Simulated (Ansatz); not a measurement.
Pressure series in NiSi2

Base system: NiSi2 (space group Fm-3m, No. 225; a = 5.445 Å; non-magnetic).

Cell and atoms are relaxed at each pressure.

All numbers come from PBE in Ansatz (plane waves to 420 eV, PAW, no spin-orbit coupling).

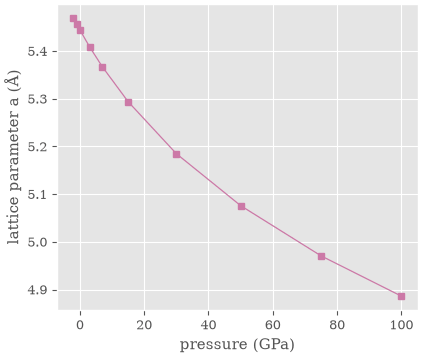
Figure. Lattice parameter a against pressure

```json
[
 {"pressure (GPa)": "-2", "lattice parameter a": "5.470 Å"},
 {"pressure (GPa)": "-1", "lattice parameter a": "5.457 Å"},
 {"pressure (GPa)": "3", "lattice parameter a": "5.409 Å"},
 {"pressure (GPa)": "7", "lattice parameter a": "5.367 Å"},
 {"pressure (GPa)": "15", "lattice parameter a": "5.294 Å"},
 {"pressure (GPa)": "30", "lattice parameter a": "5.185 Å"},
 {"pressure (GPa)": "50", "lattice parameter a": "5.076 Å"},
 {"pressure (GPa)": "75", "lattice parameter a": "4.971 Å"},
 {"pressure (GPa)": "100", "lattice parameter a": "4.886 Å"}
]
```

Load acts through the strain it causes; cell and atoms are relaxed under it. No phonon test of stability was made. Competing high-pressure phases were not computed. Starting moments died away, wholly or in part, for the base; another magnetic solution may exist. The final runs are not spin-polarised.

Ansatz is a first-principles code.
